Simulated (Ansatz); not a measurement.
# BNH (quartet): inputs that go wrong at scale of all distances = 1.285

3 inputs are run for BNH (quartet) as typed; the log has to tell whether the result can be used and what must change.

Method: the settings change from run to run; program: Ansatz 0.2.0, Gaussian basis.

13 further runs of the same task are left out: 1 for a mislabelled method, 10 that didn't finish, 2 set aside as unsound or not needed.

## Step 1: The system

The geometry derives from a PBE0/def2-TZVP stationary point (not a proven minimum). All distances are scaled together.

3 atoms, charge 0, spin multiplicity 4.

Atoms are counted from 1 here; the program's logs count them from 0.

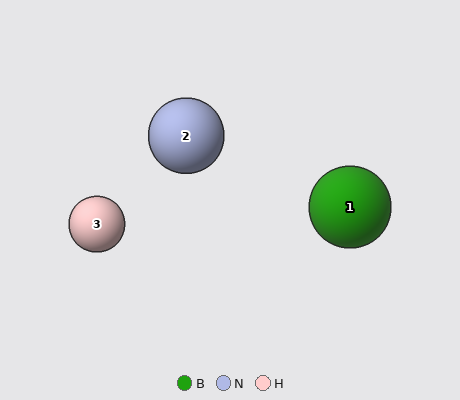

The geometry (boron green, nitrogen light blue, hydrogen pink); atoms are numbered from 1 in the order of the file.

## Step 2: Try 1

in.yaml reads:

```yaml
crystal:
  periodic: [false, false, false]
  atoms:
    - {symbol: B, position_ang: [0.000000, 0.193658, 2.097474]}
    - {symbol: N, position_ang: [0.000000, -0.285605, -1.427642]}
    - {symbol: H, position_ang: [0.000000, 1.891728, -2.658145]}
basis:
  gaussian: {orbitals: def2-mTZVP}
magnetization: {spin_polarized: false, initial_magnetization: 3}
correlation: {method: mp2, electrons: outside_noble_gas}
scf: {lower_state_search: off}
```

The run is started by

```console
$ ansatz run in.yaml --threads 1 --pin off --events-out ev --progress --plain --max-ram 2393MiB
```

Output:

```text
Functional definition: HF
  name "HF"
  cite "Fock, Z. Phys. 61, 126 (1930) doi:10.1007/BF01340294"
  parent pbe
  exchange = exact_x
  correlation = 0
these checks for a lower state are left out or cut short: stability, starts, cluster_reference, orbital_swaps, neighbouring_geometries, increment
363 factors; integrals over basis functions are off by at most 4.1e-4 eV
mean field evaluation 1: about -2154.5073 eV, gradient 1.3e1 eV
mean field evaluation 2: about -2154.5082 eV, gradient 1.3e1 eV
mean field evaluation 4: about -2154.7415 eV, gradient 1.3e1 eV
mean field evaluation 8: about -2155.3930 eV, gradient 1.6e1 eV
mean field evaluation 16: about -2157.4771 eV, gradient 9.8e-3 eV
mean field -2157.47707239 eV, -79.2858200198 hartree, gradient 1.5e-6 eV, S^2 3.750000; 0 other end points of the search recorded, 0 dependent functions left out
2 core orbitals not correlated: weight in the atoms' cores, before any rotation towards them, 1.000 or more for the frozen orbitals, at most 0.000 for the correlated occupied ones
reference -2157.47707239 eV, -79.2858200198 hartree; 6, 3 occupied and 33, 36 virtual orbitals, 363 factors
second order -3.49928362 eV of doubles, -0.11689555 eV of singles
Total energy: -2161.09325156 eV, -79.4187121531 hartree
Checks for a lower state left out: stability, starts, cluster_reference, orbital_swaps, neighbouring_geometries, increment
```

It took 0.18 s on 1 thread of Arm Neoverse V1, shared host.

**Diagnosis.** The run converged, which proves nothing about the input. The coordinates are scaled by the bohr-ångström factor. The shortest distance is 2.50 Å, against 1.32 Å in the geometry of step 1. Its energy belongs to another geometry. To mend it, restore the coordinates in ångström.

## Step 3: Try 2

in.yaml reads:

```yaml
crystal:
  periodic: [false, false, false]
  atoms:
    - {symbol: B, position_ang: [0.000000, 0.193658, 2.097474]}
    - {symbol: N, position_ang: [0.000000, -0.285605, -1.427642]}
    - {symbol: H, position_ang: [0.000000, 1.891728, -2.658145]}
basis:
  gaussian: {orbitals: def2-SVP}
magnetization: {spin_polarized: true, initial_magnetization: 3}
hamiltonian: {xc: hf}
output: {orbitals: {seedname: orbitals}}
```

Launched as before.

Output, shortened:

```text
Functional definition: HF
  name "HF"
  cite "Fock, Z. Phys. 61, 126 (1930) doi:10.1007/BF01340294"
  parent pbe
[...]
339 factors; integrals over basis functions are off by at most 5.1e-4 eV
[...]
mean field -2158.84713908 eV, -79.3361690420 hartree, gradient 3.2e-6 eV, S^2 4.735797; 6 other end points of the search recorded, 0 dependent functions left out
reference -2158.84713908 eV, -79.3361690420 hartree; 8, 5 occupied and 25, 28 virtual orbitals, 339 factors
Total energy: -2158.84713908 eV, -79.3361690420 hartree
```

It took 0.72 s on 1 thread of Arm Neoverse V1, shared host.

**Diagnosis.** The run converged, which proves nothing about the input. The coordinates are scaled by the bohr-ångström factor. The shortest distance is 2.50 Å, against 1.32 Å in the geometry of step 1. Its energy belongs to another geometry. Cure: restore the coordinates in ångström.

## Step 4: Try 3

in.yaml reads:

```yaml
crystal:
  periodic: [false, false, false]
  atoms:
    - {symbol: B, position_ang: [0.000000, 0.102481, 1.109951]}
    - {symbol: N, position_ang: [0.000000, -0.151138, -0.755486]}
    - {symbol: H, position_ang: [0.000000, 1.001073, -1.406649]}
basis:
  gaussian: {orbitals: STO-3G}
magnetization: {spin_polarized: false, initial_magnetization: 3}
correlation: {method: ccsd_t, frozen_orbitals: {B: 9}}
output: {forces: true}
```

Launched as before.

Output:

```text
Functional definition: HF
  name "HF"
  cite "Fock, Z. Phys. 61, 126 (1930) doi:10.1007/BF01340294"
  parent pbe
  exchange = exact_x
  correlation = 0
Error: "frozen_orbitals" has no count for N
```

Run time: 0.03 s. Hardware: 1 thread of Arm Neoverse V1, shared host.

Diagnosis: The run was refused. The frozen-orbital counts are incomplete or too large. To mend it, leave frozen_orbitals out, or give each element a count that its core has.

## Step 5: How the runs ended

| try | level | ended | cause | time |
| --- | --- | --- | --- | --- |
| 1 | MP2 on ROHF/def2-mTZVP | converged | the coordinates are scaled by the bohr-ångström factor | 0.18 s |
| 2 | HF/def2-SVP | converged | the coordinates are scaled by the bohr-ångström factor | 0.72 s |
| 3 | CCSD(T) on ROHF/STO-3G | refused | the frozen-orbital counts are incomplete or too large | 0.03 s |

2 converged, 1 refused. The input that converges on a wrong geometry or spin is the dangerous one: no error points at it, so geometry and ⟨S²⟩ have to be checked.
